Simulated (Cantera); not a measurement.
Input: 1 mol SiCl₄, a varied amount of O₃, 59 mol N₂, at 1250 K and 6.00 mbar.

Equilibrium computed with Cantera from the NASA thermochemical tables; the gas is ideal and each condensed phase is pure. Candidate condensed phases: Si, SiO₂, Si₂N₂O, Si₃N₄; 23 gas species. The tables hold silica as quartz up to 1696 K and as liquid above; real silica turns to tridymite and cristobalite and melts near 1996 K. Equilibrium is a limit: real reactors are often held back by kinetics, nucleation or transport.

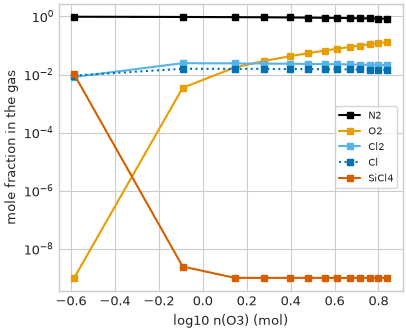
Figure: Equilibrium gas composition (values under 1e-9 drawn at 1e-9)

Q: Read off the mole fractions at 4.7 mol O₃.

A: N₂ about 0.87, O₂ about 0.089, Cl₂ about 0.022, Cl about 0.015.
